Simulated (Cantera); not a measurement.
A closed system holds: 1 mol Al2O3, a varied amount of H2, 75 mol N2, at 1125 K and 4.10 bar.

Cantera equilibrium calculation (NASA polynomials, part measured and part estimated; ideal gas, pure solids and liquids). Candidate condensed phases: Al, AlN, Al2O3, H2O; 35 gas species. Mutual solubility and eutectic melting of coexisting phases are not modelled. Rates play no part.

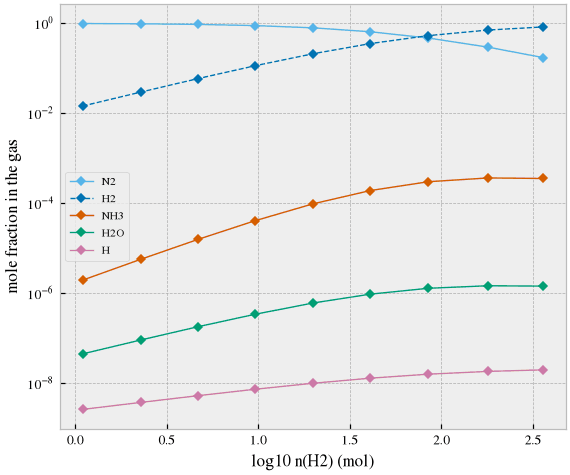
Fig. 1. Equilibrium gas composition (values under 1e-9 drawn at 1e-9)

### Question
Read off the mole fractions at 9.6 mol H2.

### Answer
N2 about 0.89, H2 about 0.11, NH3 about 4.1e-5, H2O about 3.4e-7.
